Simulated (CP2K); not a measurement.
# singlet [SiN2H5]−: levels of theory compared

Wanted: a comparison of 4 runs (B3LYP/6-31G*, PBE0/TZV2P-MOLOPT-PBE0-GTH, AM1, PM3) of singlet [SiN2H5]−. 

The results are computed with CP2K 2026.2.

1 further run of the same task is left out (set aside as unsound or not needed).

### Step 1. The molecule

[SiN2H5]−: 8 atoms, total charge -1, spin state singlet. SMILES of the parent species: `N[SiH]N`. The shape is that of a PBE0-D4/def2-TZVP optimisation. This is one conformer, not always the lowest. That shape belongs to the parent species and isn't relaxed for this state.

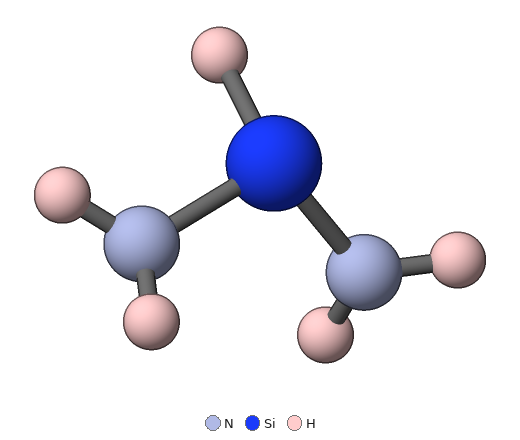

Viewed from a chosen angle; nitrogen light blue, silicon blue, hydrogen pink.

### Step 2. The energy at B3LYP/6-31G(d) (spherical functions) (run 1)

Contents of molecule.inp:

```
&GLOBAL
   PROJECT molecule
   RUN_TYPE ENERGY
   PRINT_LEVEL MEDIUM
&END GLOBAL

&FORCE_EVAL
   METHOD Quickstep
   &DFT
      BASIS_SET_FILE_NAME ./6_31gs.basis
      POTENTIAL_FILE_NAME POTENTIAL
      CHARGE -1
      MULTIPLICITY 1
      &QS
         METHOD GAPW
         EPS_DEFAULT 1.0E-10
      &END QS
      &MGRID
         CUTOFF 280
         REL_CUTOFF 50
         NGRIDS 4
      &END MGRID
      &POISSON
         PERIODIC NONE
         POISSON_SOLVER WAVELET
      &END POISSON
      &SCF
         SCF_GUESS ATOMIC
         EPS_SCF 1.0E-07
         MAX_SCF 100
         ADDED_MOS 5
         &DIAGONALIZATION
            ALGORITHM STANDARD
         &END DIAGONALIZATION
         &MIXING
            METHOD DIRECT_P_MIXING
            ALPHA 0.4
         &END MIXING
      &END SCF
      &XC
         &XC_FUNCTIONAL
            &HYB_GGA_XC_B3LYP
            &END HYB_GGA_XC_B3LYP
         &END XC_FUNCTIONAL
         &HF
            FRACTION 0.2
            &SCREENING
               EPS_SCHWARZ 1.0E-10
               SCREEN_ON_INITIAL_P F
            &END SCREENING
            &INTERACTION_POTENTIAL
               POTENTIAL_TYPE COULOMB
            &END INTERACTION_POTENTIAL
            &MEMORY
               MAX_MEMORY 1050
            &END MEMORY
         &END HF
      &END XC
      &PRINT
         &MOMENTS
            PERIODIC F
            REFERENCE COM
            MAX_MOMENT 1
         &END MOMENTS
         &MO ON
            ENERGIES T
            OCCUPATION_NUMBERS T
            NDIGITS 6
            &EACH
               QS_SCF 0
            &END EACH
            ADD_LAST NUMERIC
         &END MO
         &LOWDIN ON
         &END LOWDIN
         &HIRSHFELD OFF
         &END HIRSHFELD
      &END PRINT
   &END DFT
   &SUBSYS
      &CELL
         ABC [angstrom] 13.3 13.3 13.3
         PERIODIC NONE
      &END CELL
      &COORD
         N     -1.027000     0.622100    -0.768300
         Si     0.527700     0.579900    -0.050700
         N      0.789500    -1.052600     0.425100
         H     -1.817900     0.144500    -0.364600
         H     -1.296600     1.349400    -1.406800
         H      0.716400     1.354100     1.225100
         H      0.730800    -1.794000    -0.255200
         H      1.468900    -1.260500     1.139500
      &END COORD
      &TOPOLOGY
         &CENTER_COORDINATES
         &END CENTER_COORDINATES
      &END TOPOLOGY
      &KIND N
         BASIS_SET 6-31Gs
         POTENTIAL ALL
         LEBEDEV_GRID 194
         RADIAL_GRID 100
      &END KIND
      &KIND Si
         BASIS_SET 6-31Gs
         POTENTIAL ALL
         LEBEDEV_GRID 194
         RADIAL_GRID 100
      &END KIND
      &KIND H
         BASIS_SET 6-31Gs
         POTENTIAL ALL
         LEBEDEV_GRID 194
         RADIAL_GRID 100
      &END KIND
   &END SUBSYS
&END FORCE_EVAL
```

The run is started by

```bash
$ OMP_NUM_THREADS=1 cp2k.psmp -i molecule.inp -o molecule.out
```

The log of the run:

```text
CP2K| version string:                                       CP2K version 2026.2
[...]
 GLOBAL| Method name                                                        CP2K
[...]
 GLOBAL| Run type                                                         ENERGY
[...]
 DFT| Spin restricted Kohn-Sham (RKS) calculation                            RKS
 DFT| Multiplicity                                                             1
[...]
 DFT| Charge                                                                  -1
[...]
 FUNCTIONAL| HYB_GGA_XC_B3LYP:
[...]
 QS| Method:                                                                GAPW
[...]
 QS| Density cutoff [a.u.]:                                                140.0
[...]
 QS| Relative density cutoff [a.u.]:                                        25.0
[...]
                             - Atoms:                                          8
[...]
                             - Spherical basis functions:                     56
[...]
 Number of electrons:                                                         34
[...]
     1 P_Mix/Diag. 0.40E+00    9.7     0.74317682      -409.3081707673 -4.09E+02
[...]
    16 DIIS/Diag.  0.18E-07    5.5     0.00000003      -401.9611126755  3.41E-13
  *** SCF run converged in    16 steps ***
[...]
  Overlap energy of the core charge distribution:               0.00000097771019
  Self energy of the core charge distribution:               -228.31193052544373
  Core Hamiltonian energy:                                   -173.44917729118580
  Hartree energy:                                              69.72412046364325
  Exchange-correlation energy:                                -10.59380644579508
  Hartree-Fock Exchange energy:                                -7.13240000405385
[...]
 ENERGY| Total FORCE_EVAL ( QS ) energy [hartree]           -401.961112675538629
[...]
```

Run time: 100 s. Hardware: 1 thread of Intel Xeon at 2.70GHz, shared host; peak memory 1 GiB.

### Step 3. A single-point energy at PBE0/TZV2P-MOLOPT-PBE0-GTH (core potential) (run 2)

Contents of molecule.xyz:

```xyz
8

N     -1.027000     0.622100    -0.768300
Si     0.527700     0.579900    -0.050700
N      0.789500    -1.052600     0.425100
H     -1.817900     0.144500    -0.364600
H     -1.296600     1.349400    -1.406800
H      0.716400     1.354100     1.225100
H      0.730800    -1.794000    -0.255200
H      1.468900    -1.260500     1.139500
```

Contents of calc.inp:

```
&GLOBAL
 PROJECT calc
 RUN_TYPE ENERGY
 PRINT_LEVEL MEDIUM
&END

&FORCE_EVAL
 METHOD QUICKSTEP
 &DFT
  BASIS_SET_FILE_NAME BASIS_MOLOPT_UZH
  BASIS_SET_FILE_NAME BASIS_ADMM_UZH
  POTENTIAL_FILE_NAME POTENTIAL_UZH
  CHARGE -1
  MULTIPLICITY 1
  &QS
   METHOD GPW
   EPS_DEFAULT 1.0E-10
  &END
  &MGRID
   CUTOFF 400
   REL_CUTOFF 50
   NGRIDS 4
  &END
  &POISSON
   PERIODIC NONE
   POISSON_SOLVER WAVELET
  &END
  # self-consistent field
  &SCF
   SCF_GUESS ATOMIC
   EPS_SCF 1.0E-06
   MAX_SCF 100
   ADDED_MOS 3
   &DIAGONALIZATION
    ALGORITHM STANDARD
   &END
   &MIXING
    METHOD DIRECT_P_MIXING
    ALPHA 0.4
   &END
  &END
  # exchange and correlation
  &XC
   &XC_FUNCTIONAL
    &PBE
     SCALE_X 0.75
     SCALE_C 1.0
    &END
   &END
   # exact exchange
   &HF
    FRACTION 0.25
    &SCREENING
     EPS_SCHWARZ 1.0E-09
     SCREEN_ON_INITIAL_P F
    &END
    &INTERACTION_POTENTIAL
     POTENTIAL_TYPE COULOMB
    &END
    &MEMORY
     MAX_MEMORY 1050
    &END
   &END
  &END
  &AUXILIARY_DENSITY_MATRIX_METHOD
   ADMM_TYPE ADMMS
   EXCH_CORRECTION_FUNC PBEX
  &END
  &PRINT
   &MOMENTS
    PERIODIC F
    REFERENCE COM
    MAX_MOMENT 1
   &END
   &MO ON
    ENERGIES T
    OCCUPATION_NUMBERS T
    NDIGITS 6
    &EACH
     QS_SCF 0
    &END
    ADD_LAST NUMERIC
   &END
   &HIRSHFELD OFF
   &END
  &END
 &END
 &SUBSYS
  # box in angstrom
  &CELL
   ABC [angstrom] 13.3 13.3 13.3
   PERIODIC NONE
  &END
  &TOPOLOGY
   COORD_FILE_NAME molecule.xyz
   COORD_FILE_FORMAT XYZ
   &CENTER_COORDINATES
   &END
  &END
  &KIND N
   BASIS_SET ORB TZV2P-MOLOPT-PBE0-GTH-q5
   BASIS_SET AUX_FIT admm-tzp-q5
   POTENTIAL GTH-PBE0-q5
  &END
  &KIND Si
   BASIS_SET ORB TZV2P-MOLOPT-PBE0-GTH-q4
   BASIS_SET AUX_FIT admm-tzp-q4
   POTENTIAL GTH-PBE0-q4
  &END
  &KIND H
   BASIS_SET ORB TZV2P-MOLOPT-PBE0-GTH-q1
   BASIS_SET AUX_FIT admm-tzp-q1
   POTENTIAL GTH-PBE0-q1
  &END
 &END
&END
```

The run is started by

```bash
$ OMP_NUM_THREADS=1 cp2k.psmp -i calc.inp -o calc.out
```

The log of the run:

```text
CP2K| version string:                                       CP2K version 2026.2
[...]
 GLOBAL| Method name                                                        CP2K
[...]
 GLOBAL| Run type                                                         ENERGY
[...]
 DFT| Spin restricted Kohn-Sham (RKS) calculation                            RKS
 DFT| Multiplicity                                                             1
[...]
 DFT| Charge                                                                  -1
[...]
 FUNCTIONAL| PBE:
 QS| Method:                                                                 GPW
[...]
 QS| Density cutoff [a.u.]:                                                200.0
[...]
 QS| Relative density cutoff [a.u.]:                                        25.0
[...]
                             - Atoms:                                          8
[...]
                             - Spherical basis functions:                    157
[...]
 Number of electrons:                                                         20
[...]
     1 P_Mix/Diag. 0.40E+00   15.4     3.56913653       -24.2040725097 -2.42E+01
[...]
  *** SCF run converged in    18 steps ***
[...]
  Overlap energy of the core charge distribution:               0.00000048254015
  Self energy of the core charge distribution:                -66.81068455516299
  Core Hamiltonian energy:                                     19.65168066200673
  Hartree energy:                                              28.70474267197639
  Exchange-correlation energy:                                 -6.39022731436685
  Hartree-Fock Exchange energy:                                -1.92194820635085
  Total energy:                                               -26.76643625935741
[...]
 ENERGY| Total FORCE_EVAL ( QS ) energy [hartree]            -26.766436259357409
[...]
```

Run time: 3.7 min. Hardware: 1 thread of Intel Xeon at 2.70GHz, shared host; peak memory 1.8 GiB.

Run 3 isn't shown in full; the table further down has it.

### Step 4. The energy at PM3 (run 4)

Contents of job.inp:

```
&GLOBAL
 PROJECT job
 RUN_TYPE ENERGY
 PRINT_LEVEL MEDIUM
&END

&FORCE_EVAL
 METHOD Quickstep
 &DFT
  CHARGE -1
  ! Quickstep
  &QS
   METHOD PM3
   EPS_DEFAULT 1.0E-10
   &SE
    &COULOMB
     CUTOFF [angstrom] 50
     RC_RANGE [angstrom] 0
    &END
    &EXCHANGE
     CUTOFF [angstrom] 50
     RC_RANGE [angstrom] 0
    &END
   &END
  &END
  &POISSON
   PERIODIC NONE
   POISSON_SOLVER ANALYTIC
  &END
  &SCF
   SCF_GUESS ATOMIC
   EPS_SCF 1.0E-07
   MAX_SCF 50
   &OT
    MINIMIZER DIIS
    PRECONDITIONER FULL_SINGLE_INVERSE
   &END
   &OUTER_SCF
    EPS_SCF 1.0E-07
    MAX_SCF 10
   &END
  &END
  &PRINT
   &MOMENTS
    PERIODIC F
    REFERENCE COM
    MAX_MOMENT 1
   &END
   &MO_CUBES
    NLUMO 3
    NHOMO -1
    WRITE_CUBE F
   &END
   &HIRSHFELD OFF
   &END
  &END
 &END
 &SUBSYS
  &CELL
   ABC 15.3 15.1 14.6
   PERIODIC NONE
  &END
  &COORD
   N      6.797500     8.392050     6.622550
   Si     8.352200     8.349850     7.340150
   N      8.614000     6.717350     7.815950
   H      6.006600     7.914450     7.026250
   H      6.527900     9.119350     5.984050
   H      8.540900     9.124050     8.615950
   H      8.555300     5.975950     7.135650
   H      9.293400     6.509450     8.530350
  &END
 &END
&END
```

The run is started by

```bash
$ OMP_NUM_THREADS=1 cp2k.psmp -i job.inp > job.out 2>&1
```

The log of the run:

```text
CP2K| version string:                                       CP2K version 2026.2
[...]
 GLOBAL| Method name                                                        CP2K
[...]
 GLOBAL| Run type                                                         ENERGY
[...]
                             - Atoms:                                          8
[...]
                             - Spherical basis functions:                     17
[...]
 Number of electrons:                                                         20
[...]
     1 OT DIIS     0.80E-01    0.0     0.35226745       -14.3107249220 -1.43E+01
[...]
    19 OT DIIS     0.80E-01    0.0     0.00000005       -17.4709042413 -7.92E-13
  *** SCF run converged in    19 steps ***
  Core-core repulsion energy [eV]:                            839.93745224626502
  Core Hamiltonian energy [eV]:                              -750.97533404980902
  Two-electron integral energy [eV]:                        -1128.73919965518940
  Electronic energy [eV]:                                   -1315.34493387740372
  Total energy [eV]:                                         -475.40748163113875
  Atomic reference energy [eV]:                               474.17967356809982
  Heat of formation [kcal/mol]:                               -28.31392880940754
[...]
 SE_DIPOLE| Moment [Debye]          2.56449650       2.43268953      -1.05333348
 SE_DIPOLE| Derivative [a.u.]       0.00000000       0.00000000       0.00000000
 *** WARNING in qs_scf_post_se.F:140 :: Printing of MO cube files not ***
 *** implemented for Semi-Empirical method.                           ***
 ENERGY| Total FORCE_EVAL ( QS ) energy [hartree]            -17.470904241299522
[...]
```

Wall time 1.7 s (1 thread of Intel Xeon at 2.70GHz, shared host); peak memory 0.18 GiB.

### Step 5. The series

```
run                                        level  core potential  scheme  energy (Eh)  wall time
  1           B3LYP/6-31G* (spherical functions)            none    GAPW  -401.961113      100 s
  2  PBE0/TZV2P-MOLOPT-PBE0-GTH (core potential)        GTH-PBE0     GPW   -26.766436    3.7 min
  3                                          AM1               –       –   -20.864684      1.7 s
  4                                          PM3               –       –   -17.470904      1.7 s
```

### Step 6. Outcome

| quantity | value |
| --- | --- |
| run 4: total energy | -17.47090 Eh |
| run 4: heat of formation | -28.3 kcal/mol |

In words: Totals of different functionals can't be ranked against each other. Some runs of one species differ in core potentials or relativity; totals across that change don't compare. In runs 1, 2 the HOMO lies above zero, so the outermost electron may be held by the basis alone. Force-field and semi-empirical energies have zeros of their own, so their totals don't compare. All runs together took 5.4 min, the longest 3.7 min.
